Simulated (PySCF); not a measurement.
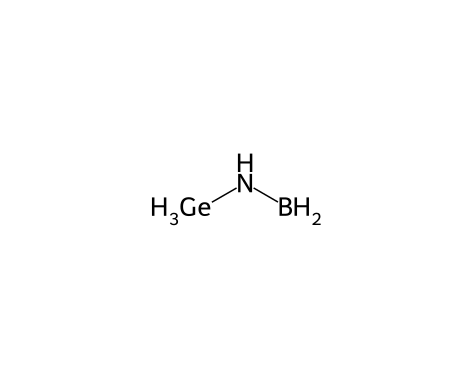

The drawing above gives the connectivity. The geometry was computed by an optimisation with PBE0-D3(BJ)/def2-SVP. No frequency run is at hand to confirm it as a minimum.

Describe the 3D structure.

It has 9 atoms: 1 boron, 1 germanium, 6 hydrogen and 1 nitrogen (BGeH6N). Its SMILES string is `B[NH][GeH3]`. Among its groups: B–H bond. Coordination: 1 B trigonal planar; 1 N trigonal planar; 1 Ge tetrahedral.

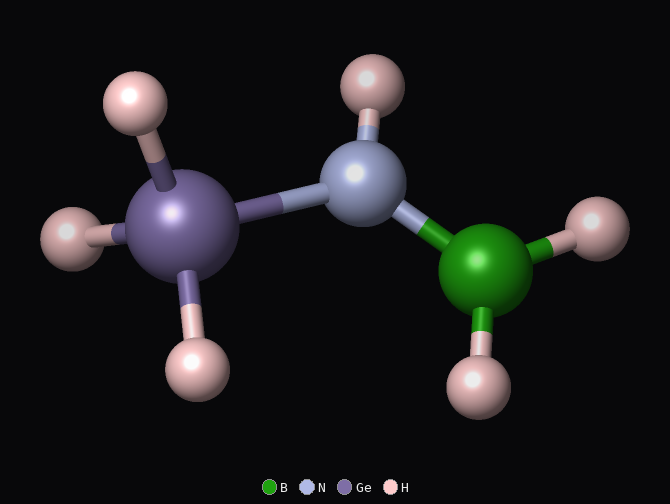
